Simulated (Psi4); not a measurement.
# UBLYP/def2-SVPD run of AlNH3O (SMILES [NH2][Al][OH])

Aim: the vertical ionisation energy of AlNH3O at UBLYP/def2-SVPD, from 2 runs. 

Program for the calculation: Psi4 1.11.

### 1 The system as given

AlNH3O: 6 atoms, total charge 0, spin state doublet. SMILES: `[NH2][Al][OH]`. Geometry: relaxed at PBE0-D4/def2-TZVP. This is one conformer, not always the lowest.

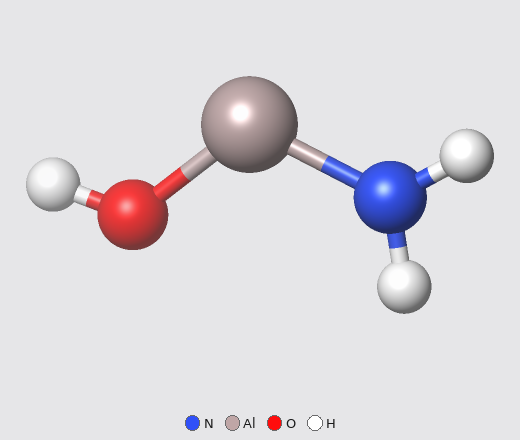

Viewed from a chosen angle; nitrogen blue, aluminium light grey, oxygen red, hydrogen white.

### 2 Energy and gradient at UBLYP/def2-SVPD

alh3no.dat

```
memory 2200 MB

molecule {
  0 2
  N     -0.923900     0.240200    -0.760800
  Al     0.595200     0.601300     0.070700
  O      1.194100    -0.618500     1.101200
  H     -1.434300    -0.623600    -0.657200
  H     -1.394700     0.861600    -1.396800
  H      2.005700    -0.525100     1.596800
  symmetry c1
}

set {
  reference            uks
  puream               true
  e_convergence        1e-09
  d_convergence        1e-08
  scf_type             pk
  dft_radial_points    99
  dft_spherical_points 590
  maxiter              100
}

result, w = gradient("blyp/def2-SVPD", return_wfn=True)
oeprop(w, "WIBERG_LOWDIN_INDICES", "MULLIKEN_CHARGES", "MAYER_INDICES", title="BLYP")
```

The run is started by

```console
$ psi4 -n 1 alh3no.dat alh3no.out
```

alh3no.out, cut to the lines that bear on the results:

```text
[...]
  Running in c1 symmetry.
[...]
  Nuclear repulsion =   93.731213434316217
[...]
  Multiplicity = 2
[...]
  Nalpha       = 16
  Nbeta        = 15
[...]
    Number of basis functions: 91
[...]
   @UKS iter   1:  -373.35430666510103    1.31752e-01   1.42681e-02 DIIS/ADIIS
[...]
   @UKS iter  13:  -374.07137904333791   -3.29692e-12   4.49210e-09 DIIS
[...]
   @S^2 Observed:                7.513041290E-01
[...]
    Orbital Energies [Eh]
    ---------------------
    Alpha Occupied:
       1A    -55.443796     2A    -18.778304     3A    -13.994000
       4A     -3.934295     5A     -2.549774     6A     -2.548191
       7A     -2.544269     8A     -0.871030     9A     -0.736254
      10A     -0.449873    11A     -0.424825    12A     -0.363953
      13A     -0.302592    14A     -0.276228    15A     -0.218833
      16A     -0.166892
    Alpha Virtual:
      17A     -0.034782    18A     -0.011535    19A     -0.001637
      20A      0.040282    21A      0.055778    22A      0.061780
      23A      0.072278    24A      0.093123    25A      0.099756
[...]
  @UKS Final Energy:  -374.07137904333791
   => Energetics <=
    Nuclear Repulsion Energy =             93.7312134343162171
    One-Electron Energy =                -703.3567468568766117
    Two-Electron Energy =                 270.8179343358661981
    DFT Exchange-Correlation Energy =     -35.2637799566437735
    Empirical Dispersion Energy =           0.0000000000000000
    VV10 Nonlocal Energy =                  0.0000000000000000
    Total Energy =                       -374.0713790433379131
  UHF NO Occupations:
  HONO-2 :   14  A 1.9997472
  HONO-1 :   15  A 1.9996546
[...]
 Multipole Moments:
 ------------------------------------------------------------------------------------
     Multipole            Electronic (a.u.)      Nuclear  (a.u.)        Total (a.u.)
 ------------------------------------------------------------------------------------
 L = 1.  Multiply by 2.5417464519 to convert [e a0] to [Debye]
 Dipole X            :          2.0325126           -1.9880953            0.0444174
 Dipole Y            :          1.4138748           -1.1262401            0.2876348
 Dipole Z            :          0.6324111           -0.7510462           -0.1186351
 Magnitude           :                                                    0.3142943
[...]
  -Total Gradient:
     Atom            X                  Y                   Z
    ------   -----------------  -----------------  -----------------
       1        0.000812444017    -0.000297995451     0.000698212633
       2       -0.004145306004    -0.018520304166     0.006776279573
       3        0.002931831989     0.014626765501    -0.005580901418
       4        0.006641069212     0.010763014344    -0.001102625645
       5        0.005855270980    -0.007362959287     0.007721167243
       6       -0.012057130725     0.000795208264    -0.008488478184
[...]
  Mulliken Charges: (a.u.)
   Center  Symbol    Alpha    Beta     Spin     Total
       1     N     3.35121  3.28405  0.06717  0.36474
       2    AL     6.65118  5.87840  0.77278  0.47041
       3     O     4.39991  4.21323  0.18668 -0.61314
       4     H     0.59115  0.57308  0.01808 -0.16423
       5     H     0.56867  0.58703 -0.01836 -0.15570
       6     H     0.43787  0.46421 -0.02634  0.09792
   Total alpha = 16.00000, Total beta = 15.00000, Total charge = -0.00000
  Mayer Bond Indices:
[...]
```

Wall time 17 s (1 thread of Intel Xeon 6975P-C (Granite Rapids), shared host); peak memory 1.1 GiB.

### 3 The singlet cation at the same level

calc.inp

```
memory 2200 MB

molecule m {
  1 1
  N
  Al 1 1.769025
  O 2 1.705439 1 116.07671
  H 1 1.008658 2 124.12916 3 -0.00199
  H 1 1.006125 4 110.91983 2 179.99754
  H 3 0.95553 2 122.80363 1 -179.99891
  symmetry c1
  no_reorient
  no_com
}

set puream true
set e_convergence 1e-09
set d_convergence 1e-08
set scf_type pk
set dft_radial_points 99
set dft_spherical_points 590

energy_value, wavefunction = gradient("blyp/def2-SVPD", return_wfn=True)
oeprop(wavefunction, "MULLIKEN_CHARGES", "QUADRUPOLE", "LOWDIN_CHARGES", title="BLYP")
```

The run is started by

```console
$ psi4 -n 1 calc.inp calc.out
```

calc.out, cut to the lines that bear on the results:

```text
[...]
  Running in c1 symmetry.
[...]
  Nuclear repulsion =   93.731226671658831
[...]
  Multiplicity = 1
[...]
  Nalpha       = 15
  Nbeta        = 15
[...]
    Number of basis functions: 91
[...]
   @RKS iter   1:  -373.09768465599916    3.88374e-01   1.38007e-02 ADIIS/DIIS
[...]
   @RKS iter  13:  -373.78521043493328   -1.13687e-13   2.29589e-09 DIIS
[...]
  @RKS Final Energy:  -373.78521043493328
   => Energetics <=
    Nuclear Repulsion Energy =             93.7312266716588312
    One-Electron Energy =                -695.4811578185473309
    Two-Electron Energy =                 262.9536784403407523
    DFT Exchange-Correlation Energy =     -34.9889577283855857
    Empirical Dispersion Energy =           0.0000000000000000
    VV10 Nonlocal Energy =                  0.0000000000000000
    Total Energy =                       -373.7852104349332762
[...]
  -Total Gradient:
     Atom            X                  Y                   Z
    ------   -----------------  -----------------  -----------------
       1        0.000000963563    -0.027023766947    -0.022533447153
       2       -0.000000612228     0.033400820546     0.032141256225
       3        0.000000202133    -0.024445354326     0.002288558341
       4       -0.000000841183     0.017189263303     0.001945427660
       5        0.000000097598    -0.012131354518     0.009026550526
       6        0.000000191485     0.013003163015    -0.022824525339
[...]
 Multipole Moments:
 ------------------------------------------------------------------------------------
     Multipole            Electronic (a.u.)      Nuclear  (a.u.)        Total (a.u.)
 ------------------------------------------------------------------------------------
 L = 1.  Multiply by 2.5417464519 to convert [e a0] to [Debye]
 Dipole X            :         -0.0000250            0.0000230           -0.0000019
 Dipole Y            :          2.2063986           -0.7350636            1.4713349
 Dipole Z            :          3.0096359           -2.2901287            0.7195073
 Magnitude           :                                                    1.6378392
 L = 2.  Multiply by 1.3450342976 to convert [e a0^2] to [Debye ang]
 Quadrupole XX       :        -16.1159459            0.0000000          -16.1159459
 Quadrupole XY       :         -0.0000987            0.0000779           -0.0000208
[...]
```

Run time: 12 s. Hardware: 1 thread of Intel Xeon 6975P-C (Granite Rapids), shared host; peak memory 1.1 GiB.

### 4 Outcome

Level: UBLYP/def2-SVPD.

| quantity | value |
| --- | --- |
| doublet AlNH3O: total energy | -374.07138 Eh |
| doublet AlNH3O: dipole moment | 0.80 D |
| doublet AlNH3O: HOMO energy (highest over α and β) | -4.54 eV |
| doublet AlNH3O: LUMO energy (lowest over α and β) | -3.14 eV |
| doublet AlNH3O: ⟨S²⟩ | 0.751 |
| doublet AlNH3O: largest force on an atom | 1.036 eV/Å |
| singlet cation: total energy | -373.78521 Eh |
| singlet cation: HOMO energy | -11.84 eV |
| singlet cation: LUMO energy | -10.87 eV |
| singlet cation: HOMO–LUMO gap | 0.97 eV |
| singlet cation: largest force on an atom | 2.384 eV/Å |
| vertical ionisation energy (to the singlet cation) | 7.787 eV |

In words: The vertical ionisation energy comes to 7.79 eV (751 kJ/mol). The largest force (doublet AlNH3O) is 1.04 eV/Å: the shape isn't a stationary point for this species at this level. Only the singlet of the ionised species was computed; a triplet could lie lower. Mulliken charges (doublet AlNH3O) run from -0.61 on O3 to +0.47 on Al2; in a basis this large or diffuse they mean little. Mulliken charges (singlet cation) run from -0.37 on O3 to +0.98 on Al2; in a basis this large or diffuse they mean little.
